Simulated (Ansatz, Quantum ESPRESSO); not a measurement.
# From contact to tunnelling: vacuum gaps between two Na(110) faces, part 4 of 5

Aim: how the conductance falls as the barrier grows, for vacuum gaps between two Na(110) faces.

Quantum ESPRESSO 7.5; plane-wave DFT, PBE, GBRV ultrasoft pseudopotentials; cross-check by Ansatz 0.2.0 with PAW datasets.

So far. Step 6 (The open system, 6 Å): T goes from 0.334 to 0.135, a factor of 2.5. Step 7 (The same in Ansatz, 6 Å): Ansatz finds T = 0.136 against pwcond's 0.135.

### Step 9. Transmission with pwcond.x, 7 Å

Level of this step: transmission by pwcond, lead and junction from one cell; plane-wave DFT, PBE, GBRV ultrasoft pseudopotentials (Quantum ESPRESSO).

j2.cond.in

```
&inputcond
  outdir = './out'
  prefixt = 'j2.scf'
  tran_file = 'j2.cond.dat'
  bdl = 1.4142135619
  bds = 9.4448412595
  ikind = 1
  ewind = 4.0
  epsproj = 1e-05
  nz1 = 7
  energy0 = 0.4
  denergy = -0.4
/
21
  0.00000000 0.00000000 0.01562500
  0.00000000 0.12500000 0.03125000
  0.00000000 0.25000000 0.03125000
  0.00000000 0.37500000 0.03125000
  0.00000000 0.50000000 0.01562500
  0.12500000 0.00000000 0.06250000
  0.12500000 0.25000000 0.06250000
  0.12500000 0.37500000 0.06250000
  0.12500000 0.50000000 0.06250000
  0.25000000 0.00000000 0.06250000
  0.25000000 0.12500000 0.03125000
  0.25000000 0.37500000 0.06250000
  0.25000000 0.50000000 0.06250000
  0.25000000 0.62500000 0.03125000
  0.37500000 0.00000000 0.06250000
  0.37500000 0.12500000 0.06250000
  0.37500000 0.50000000 0.06250000
  0.37500000 0.62500000 0.06250000
  0.50000000 0.00000000 0.03125000
  0.50000000 0.12500000 0.06250000
  0.50000000 0.25000000 0.03125000
3
```

Run with:

```bash
OMP_NUM_THREADS=1 mpirun -n 4 pwcond.x -in j2.cond.in > j2.cond.out
```

Numbers of over 12 decimals in the logs are rounded to 6 here.

Output:

```text
[banner, memory and clock lines left out]
Program PWCOND v.7.5 starts
[citation notice left out]

[...]
./out/j2.scf.save/

     IMPORTANT: XC functional enforced from input :
     Exchange-correlation= PBE
                           (   1   4   3   4   0   0   0)
     Any further DFT definition will be discarded
     Please, verify this is what you really want

     Reading collected, re-writing distributed wavefunctions

===== INPUT FILE containing all the regions =====

     GEOMETRY:

     lattice parameter (alat)  =       7.9368  a.u.
[...]
---  E-Ef =   -0.4000000  k =    0.5000000   0.2500000
---  ie =          3  ik =         21
 Nchannels of the left tip =            1
 Right moving states:
   k1(2pi/a)   k2(2pi/a)   E-Ef (eV)
   0.4237112   0.0000186  -0.4000000
 Left moving states:
   k1(2pi/a)   k2(2pi/a)   E-Ef (eV)
  -0.4237113   0.0000186  -0.4000000

 to transmit
 Band j to band i transmissions and reflections:
    j         i     |T_ij|^2    |R_ij|^2

    1 -->     1     0.00348     0.99652
   Total T_j, R_j =    0.00348  0.99652

E-Ef(ev), T(x2 spins) =   -0.4000000   0.0069511
   T_tot     0.40000      0.15448E+00
   T_tot     0.00000      0.76103E-01
   T_tot    -0.40000      0.38688E-01

[...]
```

It took 3.5 min on 4 MPI ranks of Arm Neoverse N1, shared host; peak memory 0.3 GiB; 14 min of CPU time.

This step gave:

| Property | Result |
| --- | --- |
| transmission at the Fermi level, one spin | 0.03805 |
| conductance | 0.03805 G₀ |

Per spin; mean over the k mesh across the current. Transmission, zone mean against energy, zero at the Fermi level:

```tsv
energy (eV)	transmission, zone mean
-0.400	0.0193
0.000	0.0381
0.400	0.0772
```

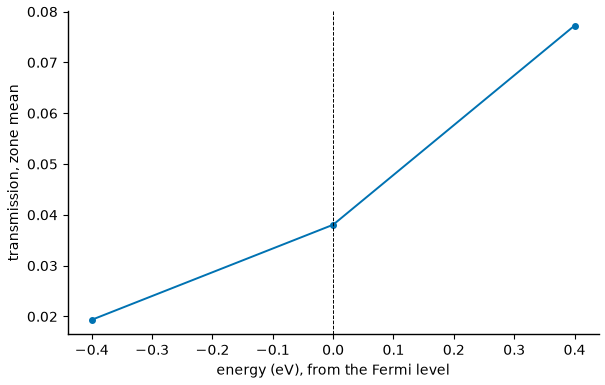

Transmission, zone mean, plotted against energy.

At 0.000 eV; k in fractions of b1, b2. Transmission by k point:

```tsv
k1	k2	weight	t	channels
0	0	0.01562	0.243	1
0	0.125	0.03125	0.1548	1
0	0.25	0.03125	0.04255	1
0	0.375	0.03125	0.004256	1
0	0.5	0.01562	0	0
0.125	0	0.0625	0.1733	1
0.125	0.25	0.0625	0.07225	1
0.125	0.375	0.0625	0.01363	1
0.125	0.5	0.0625	0	0
0.25	0	0.0625	0.06517	1
0.25	0.125	0.03125	0.09911	1
0.25	0.375	0.0625	0.01788	1
0.25	0.5	0.0625	0.001575	1
0.25	0.625	0.03125	0	0
0.375	0	0.0625	0.01368	1
0.375	0.125	0.0625	0.03021	1
0.375	0.5	0.0625	0.001779	1
0.375	0.625	0.0625	0	0
0.5	0	0.03125	6.53e-4	2
0.5	0.125	0.0625	0.004251	1
0.5	0.25	0.03125	0.007308	1
```

T goes from 0.135 to 0.0381, a factor of 3.5.

### Step 10. Cross-check with Ansatz, 7 Å

Level of this step: plane-wave DFT, PBE, Ansatz PAW (Ansatz 0.2.0).

input.yaml

```yaml
crystal:
  lattice:
    - [4.2, 0.0, 0.0]
    - [2.1, 2.969848481, 0.0]
    - [0.0, 0.0, 39.6683332908]
  atoms:
    - { symbol: Na, position: [0.0, 0.0, 0.0] }
    - { symbol: Na, position: [0.5, 0.0, 0.0748669842] }
    - { symbol: Na, position: [0.0, 0.0, 0.1497339684] }
    - { symbol: Na, position: [0.5, 0.0, 0.2246009525] }
    - { symbol: Na, position: [0.0, 0.0, 0.2994679367] }
    - { symbol: Na, position: [0.5, 0.0, 0.3743349209] }
    - { symbol: Na, position: [0.0, 0.0, 0.5507980949] }
    - { symbol: Na, position: [0.5, 0.0, 0.6256650791] }
    - { symbol: Na, position: [0.0, 0.0, 0.7005320633] }
    - { symbol: Na, position: [0.5, 0.0, 0.7753990475] }
    - { symbol: Na, position: [0.0, 0.0, 0.8502660316] }
    - { symbol: Na, position: [0.5, 0.0, 0.9251330158] }
kpoints:
  mp_grid: { grid: [7, 8, 1] }
hamiltonian:
  xc: pbe
scf:
  occupations: { method: fermi_dirac, width: 0.1 }
  convergence: { dr2_threshold: 1.0e-08 }
output:
  transmission: { leads: [[0, 2]], e_range: [-0.4, 0.4], de: 0.4, kmesh: [8, 8] }
  write_potential: true
  write_density: true
  volumetric_format: npy
```

Run with:

```bash
ansatz run input.yaml --threads 4 --pin off --max-ram 8192MiB --backend cpu --events-out ev --progress --plain --runs-dir out
```

Output:

```text
[...]
Crystal: 12 atoms, lattice volume = 494.798 Å³
Basis set: ecut = 420 eV, 9491 PW (Γ)
Bands: 66, of which v1, the nominal top of the filled ones, is band 54 counted from 1 (53 counted from 0)
Symmetry: 4 space group operations
k-points: 29 of 56
[...]
k-point 28: bands = [... 50 lower, 1.4833, 1.5809, 1.6536, 1.6558, 1.7715, 1.8646, 1.9396, 2.1042, ... 8 higher]
--- Transmission ---
  basis      : 103 plane waves across, 52 finite elements along
  points     : 34, standing for a mesh of 8 x 8
[...]
channels       : 8.593750e-1 a spin
[...]
slowest decay  : 0.1689 /Å at (0.1250, 0.5000)
  junction   : crystal 0 to crystal 0, -1.48 to 32.24 Å
    transmission   : 3.709463e-2 a spin
[...]
[key lines of the parts left out:]
SCF converged after 8 iterations
Free energy (F): -17836.749704 eV
Fermi energy:    1.322977 eV
```

Elapsed: 85 s, on 4 threads; peak memory 1.3 GiB.

Numbers from this step:

| Property | Result |
| --- | --- |
| free energy | -17836.7497 eV |
| energy at zero smearing | -17836.6483 eV |
| smearing term TS | 0.2028 eV |
| Fermi energy | 1.323 eV |
| transmission at the Fermi level, one spin | 0.03709 |

Per spin; mean over the k mesh across the current. Transmission, zone mean against energy, zero at the Fermi level:

```tsv
energy (eV)	transmission, zone mean
-0.400	0.0189
0.000	0.0371
0.400	0.0755
```

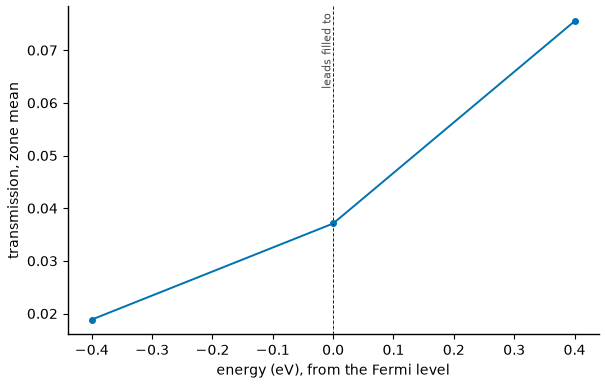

Transmission, zone mean against energy.

Ansatz finds T = 0.0371 against pwcond's 0.0381.

### Step 11. Self-consistent run, 8 Å

Level of this step: plane-wave DFT, PBE, GBRV ultrasoft pseudopotentials (Quantum ESPRESSO 7.5).

j3.scf.in

```
&control
  prefix = 'j3.scf'
  outdir = './out'
  pseudo_dir = './pseudo'
  calculation = 'scf'
  tprnfor = .true.
/
&system
  ibrav = 0
  nat = 12
  ntyp = 1
  ecutwfc = 40
  ecutrho = 200
  occupations = 'smearing'
  smearing = 'mv'
  degauss = 0.01
/
&electrons
  conv_thr = 1e-07
  mixing_beta = 0.25
  electron_maxstep = 120
  mixing_mode = 'local-TF'
/
ATOMIC_SPECIES
  Na  22.9898  na_pbe_v1.5.uspp.F.UPF
CELL_PARAMETERS angstrom
  4.20000000000000 0.00000000000000 0.00000000000000
  2.10000000000000 2.96984848098350 0.00000000000000
  0.00000000000000 0.00000000000000 40.66833329081850
ATOMIC_POSITIONS crystal
  Na  0.000000000000 0.000000000000 0.000000000000
  Na  0.500000000000 0.000000000000 0.073026068212
  Na  0.000000000000 0.000000000000 0.146052136425
  Na  0.500000000000 0.000000000000 0.219078204637
  Na  0.000000000000 0.000000000000 0.292104272850
  Na  0.500000000000 0.000000000000 0.365130341062
  Na  0.000000000000 0.000000000000 0.561843590725
  Na  0.500000000000 0.000000000000 0.634869658938
  Na  0.000000000000 0.000000000000 0.707895727150
  Na  0.500000000000 0.000000000000 0.780921795363
  Na  0.000000000000 0.000000000000 0.853947863575
  Na  0.500000000000 0.000000000000 0.926973931788
K_POINTS automatic
  7 8 1 0 0 0
```

Run with:

```bash
OMP_NUM_THREADS=1 mpirun -n 4 pw.x -nk 4 -in j3.scf.in > j3.scf.out
```

Output:

```text
[banner, memory and clock lines left out]
Program PWSCF v.7.5 starts
[...]
Message from routine setup:
[...]
number of electrons       =       108.00
     number of Kohn-Sham states=           65
     kinetic-energy cutoff     =      40.0000  Ry
     charge density cutoff     =     200.0000  Ry
[...]
number of k points=    29  Marzari-Vanderbilt smearing, width (Ry)=  0.0100
[...]
Dense  grid:   163685 G-vectors     FFT dimensions: (  36,  32, 360)
[...]
Starting wfcs are   60 randomized atomic wfcs +    5 random wfcs
[...]
estimated scf accuracy    <       0.34744498 Ry
[...]
estimated scf accuracy    <       0.26083591 Ry
[...]
estimated scf accuracy    <       0.00776234 Ry
[...]
estimated scf accuracy    <       0.01941193 Ry
[...]
estimated scf accuracy    <       0.00603188 Ry
[...]
estimated scf accuracy    <       0.00326935 Ry
[...]
estimated scf accuracy    <       0.00037293 Ry
[...]
estimated scf accuracy    <       0.00002362 Ry
[...]
estimated scf accuracy    <       0.00002804 Ry
[...]
estimated scf accuracy    <       0.00002080 Ry
[...]
estimated scf accuracy    <       0.00000012 Ry
[...]
the Fermi energy is     1.1163 ev
!    total energy              =   -1144.11965324 Ry
     estimated scf accuracy    <       0.00000006 Ry
     smearing contrib. (-TS)   =      -0.00105222 Ry
     internal energy E=F+TS    =   -1144.11860102 Ry
[...]
one-electron contribution =   -1735.57998589 Ry
     hartree contribution      =     870.25243017 Ry
     xc contribution           =    -171.69681903 Ry
     ewald contribution        =    -107.09422628 Ry
     convergence has been achieved in  12 iterations
[...]
Total force =     0.001012     Total SCF correction =     0.000706
[...]
```

Run time: 7.6 min. Hardware: 4 MPI ranks; peak memory 1.4 GiB.

This step gave:

```
free energy  : -15566.5409 eV
Fermi energy : 1.116 eV
```

### Step 12. Transmission with pwcond.x, 8 Å

j3.cond.in is the input of step 9 with these lines changed:

```diff
@@ -2,6 +2,6 @@
   outdir = './out'
-  prefixt = 'j2.scf'
-  tran_file = 'j2.cond.dat'
+  prefixt = 'j3.scf'
+  tran_file = 'j3.cond.dat'
   bdl = 1.4142135619
-  bds = 9.4448412595
+  bds = 9.6829364976
   ikind = 1
```

Run with:

```bash
OMP_NUM_THREADS=1 mpirun -n 4 pwcond.x -in j3.cond.in > j3.cond.out
```

Output:

```text
[banner, memory and clock lines left out]
Program PWCOND v.7.5 starts
[citation notice left out]

[...]
./out/j3.scf.save/

     IMPORTANT: XC functional enforced from input :
     Exchange-correlation= PBE
                           (   1   4   3   4   0   0   0)
     Any further DFT definition will be discarded
     Please, verify this is what you really want

     Reading collected, re-writing distributed wavefunctions

===== INPUT FILE containing all the regions =====

     GEOMETRY:

     lattice parameter (alat)  =       7.9368  a.u.
[...]
---  E-Ef =   -0.4000000  k =    0.5000000   0.2500000
---  ie =          3  ik =         21
 Nchannels of the left tip =            1
 Right moving states:
   k1(2pi/a)   k2(2pi/a)   E-Ef (eV)
   0.4242923   0.0000174  -0.4000000
 Left moving states:
   k1(2pi/a)   k2(2pi/a)   E-Ef (eV)
  -0.4242923   0.0000174  -0.4000000

 to transmit
 Band j to band i transmissions and reflections:
    j         i     |T_ij|^2    |R_ij|^2

    1 -->     1     0.00043     0.99957
   Total T_j, R_j =    0.00043  0.99957

E-Ef(ev), T(x2 spins) =   -0.4000000   0.0008600
   T_tot     0.40000      0.41947E-01
   T_tot     0.00000      0.16810E-01
   T_tot    -0.40000      0.74013E-02

[...]
```

It took 3.6 min on 4 MPI ranks; peak memory 0.29 GiB.

Numbers from this step:

```
transmission at the Fermi level, one spin : 0.008405
conductance                               : 0.008405 G₀
```

Per spin; mean over the k mesh across the current. The transmission, zone mean by energy, zero at the Fermi level:

```tsv
energy (eV)	transmission, zone mean
-0.400	0.00370
0.000	0.00841
0.400	0.0210
```

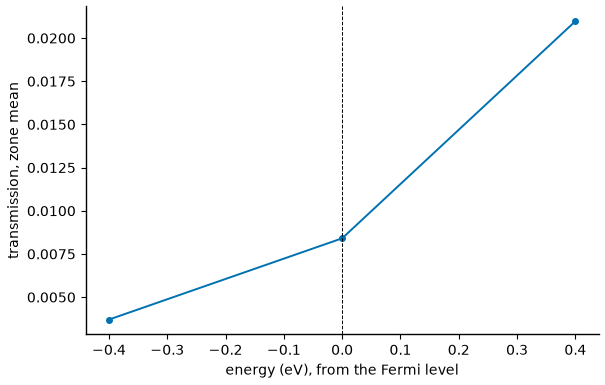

Transmission, zone mean against energy.

T goes from 0.0381 to 0.00841, a factor of 4.5.

### Step 13. Cross-check with Ansatz, 8 Å

Level of this step: plane-wave DFT, PBE, Ansatz PAW (Ansatz 0.2.0).

input.yaml

```yaml
crystal:
  lattice:
    - [4.2, 0.0, 0.0]
    - [2.1, 2.969848481, 0.0]
    - [0.0, 0.0, 40.6683332908]
  atoms:
    - { symbol: Na, position: [0.0, 0.0, 0.0] }
    - { symbol: Na, position: [0.5, 0.0, 0.0730260682] }
    - { symbol: Na, position: [0.0, 0.0, 0.1460521364] }
    - { symbol: Na, position: [0.5, 0.0, 0.2190782046] }
    - { symbol: Na, position: [0.0, 0.0, 0.2921042728] }
    - { symbol: Na, position: [0.5, 0.0, 0.3651303411] }
    - { symbol: Na, position: [0.0, 0.0, 0.5618435907] }
    - { symbol: Na, position: [0.5, 0.0, 0.6348696589] }
    - { symbol: Na, position: [0.0, 0.0, 0.7078957272] }
    - { symbol: Na, position: [0.5, 0.0, 0.7809217954] }
    - { symbol: Na, position: [0.0, 0.0, 0.8539478636] }
    - { symbol: Na, position: [0.5, 0.0, 0.9269739318] }
kpoints:
  mp_grid: { grid: [7, 8, 1] }
hamiltonian:
  xc: pbe
scf:
  occupations: { method: fermi_dirac, width: 0.1 }
  convergence: { dr2_threshold: 1.0e-08 }
output:
  transmission: { leads: [[0, 2]], e_range: [-0.4, 0.4], de: 0.4, kmesh: [8, 8] }
  write_potential: true
  write_density: true
  volumetric_format: npy
  elf: true
```

Run with:

```bash
ansatz run input.yaml --threads 4 --pin off --max-ram 8192MiB --backend cpu --events-out ev --progress --plain --runs-dir out
```

Output:

```text
[...]
Crystal: 12 atoms, lattice volume = 507.271 Å³
Basis set: ecut = 420 eV, 9745 PW (Γ)
Bands: 66, of which v1, the nominal top of the filled ones, is band 54 counted from 1 (53 counted from 0)
Symmetry: 4 space group operations
k-points: 29 of 56
[...]
k-point 28: bands = [... 50 lower, 1.3874, 1.4846, 1.5567, 1.5573, 1.6756, 1.7698, 1.8411, 2.0065, ... 8 higher]
--- Transmission ---
  basis      : 103 plane waves across, 55 finite elements along
  points     : 34, standing for a mesh of 8 x 8
[...]
channels       : 8.593750e-1 a spin
[...]
slowest decay  : 0.1677 /Å at (0.1250, 0.5000)
  junction   : crystal 0 to crystal 0, 1.48 to 36.21 Å
    transmission   : 8.103004e-3 a spin
[...]
[key lines of the parts left out:]
SCF converged after 7 iterations
Free energy (F): -17836.742173 eV
Fermi energy:    1.226985 eV
```

The job ended after 91 s (4 threads; peak memory 1.3 GiB; 5.4 min of CPU time).

Read from the output:

* free energy: -17836.7422 eV
* energy at zero smearing: -17836.6396 eV
* smearing term TS: 0.2051 eV
* Fermi energy: 1.227 eV
* transmission at the Fermi level, one spin: 0.008103
* step of the lead's Hamiltonian over a period: 5.9 meV

Per spin; mean over the k mesh across the current. The transmission, zone mean by energy, zero at the Fermi level:

```tsv
energy (eV)	transmission, zone mean
-0.400	0.00356
0.000	0.00810
0.400	0.0203
```

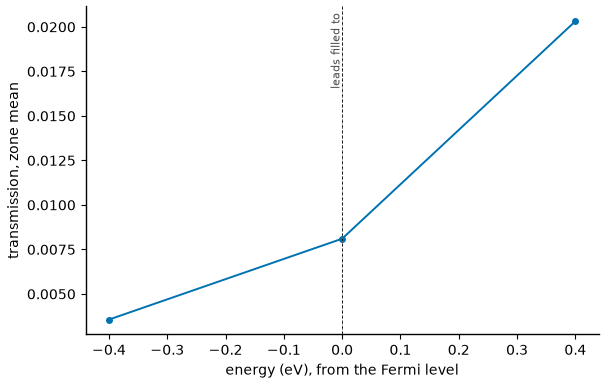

Transmission, zone mean, plotted against energy.

Ansatz finds T = 0.00810 against pwcond's 0.00841.

### Step 14. Ground state, 9 Å

Level of this step: plane-wave DFT, PBE, GBRV ultrasoft pseudopotentials (Quantum ESPRESSO 7.5).

j4.scf.in

```
&control
  prefix = 'j4.scf'
  outdir = './out'
  pseudo_dir = './pseudo'
  calculation = 'scf'
  tprnfor = .true.
/
&system
  ibrav = 0
  nat = 12
  ntyp = 1
  ecutwfc = 40
  ecutrho = 200
  occupations = 'smearing'
  smearing = 'mv'
  degauss = 0.01
/
&electrons
  conv_thr = 1e-07
  mixing_beta = 0.25
  electron_maxstep = 120
  mixing_mode = 'local-TF'
/
ATOMIC_SPECIES
  Na  22.9898  na_pbe_v1.5.uspp.F.UPF
CELL_PARAMETERS angstrom
  4.20000000000000 0.00000000000000 0.00000000000000
  2.10000000000000 2.96984848098350 0.00000000000000
  0.00000000000000 0.00000000000000 41.66833329081850
ATOMIC_POSITIONS crystal
  Na  0.000000000000 0.000000000000 0.000000000000
  Na  0.500000000000 0.000000000000 0.071273512676
  Na  0.000000000000 0.000000000000 0.142547025352
  Na  0.500000000000 0.000000000000 0.213820538027
  Na  0.000000000000 0.000000000000 0.285094050703
  Na  0.500000000000 0.000000000000 0.356367563379
  Na  0.000000000000 0.000000000000 0.572358923945
  Na  0.500000000000 0.000000000000 0.643632436621
  Na  0.000000000000 0.000000000000 0.714905949297
  Na  0.500000000000 0.000000000000 0.786179461973
  Na  0.000000000000 0.000000000000 0.857452974648
  Na  0.500000000000 0.000000000000 0.928726487324
K_POINTS automatic
  7 8 1 0 0 0
```

Run with:

```bash
OMP_NUM_THREADS=1 mpirun -n 4 pw.x -nk 4 -in j4.scf.in > j4.scf.out
```

Output:

```text
[banner, memory and clock lines left out]
Program PWSCF v.7.5 starts
[...]
Message from routine setup:
[...]
number of electrons       =       108.00
     number of Kohn-Sham states=           65
     kinetic-energy cutoff     =      40.0000  Ry
     charge density cutoff     =     200.0000  Ry
[...]
number of k points=    29  Marzari-Vanderbilt smearing, width (Ry)=  0.0100
[...]
Dense  grid:   167663 G-vectors     FFT dimensions: (  36,  32, 360)
[...]
Starting wfcs are   60 randomized atomic wfcs +    5 random wfcs
[...]
estimated scf accuracy    <       0.34914235 Ry
[...]
estimated scf accuracy    <       0.26338317 Ry
[...]
estimated scf accuracy    <       0.00710878 Ry
[...]
estimated scf accuracy    <       0.02064079 Ry
[...]
estimated scf accuracy    <       0.00689063 Ry
[...]
estimated scf accuracy    <       0.00398483 Ry
[...]
estimated scf accuracy    <       0.00023499 Ry
[...]
estimated scf accuracy    <       0.00012012 Ry
[...]
estimated scf accuracy    <       0.00001995 Ry
[...]
estimated scf accuracy    <       0.00000118 Ry
[...]
the Fermi energy is     1.0249 ev
!    total energy              =   -1144.11944633 Ry
     estimated scf accuracy    <       0.00000004 Ry
     smearing contrib. (-TS)   =      -0.00105150 Ry
     internal energy E=F+TS    =   -1144.11839483 Ry
[...]
one-electron contribution =   -1999.87574290 Ry
     hartree contribution      =    1002.04063595 Ry
     xc contribution           =    -171.69693537 Ry
     ewald contribution        =      25.41364749 Ry
     convergence has been achieved in  11 iterations
[...]
Total force =     0.001008     Total SCF correction =     0.001054
[...]
```

Wall time 6.5 min (4 MPI ranks); peak memory 1.4 GiB.

Read from the output:

```
free energy  : -15566.5381 eV
Fermi energy : 1.025 eV
```

[end of part 4 of 5]

[Logs are printed without paths, hosts, clocks, repeated set-up lines and the standing remarks that a program may print on its own settings, such as how far it seeks lower states.]

[Hosts, paths, dates, database ids (printed as entryN), source tags and the programs' standing remarks are cut or masked in the printed files.]

[Maps of the electrostatic potential energy from Ansatz leave out the sawtooth potential of an applied field or a dipole correction, so their vacuum need not be flat; planar profiles and work functions include it.]
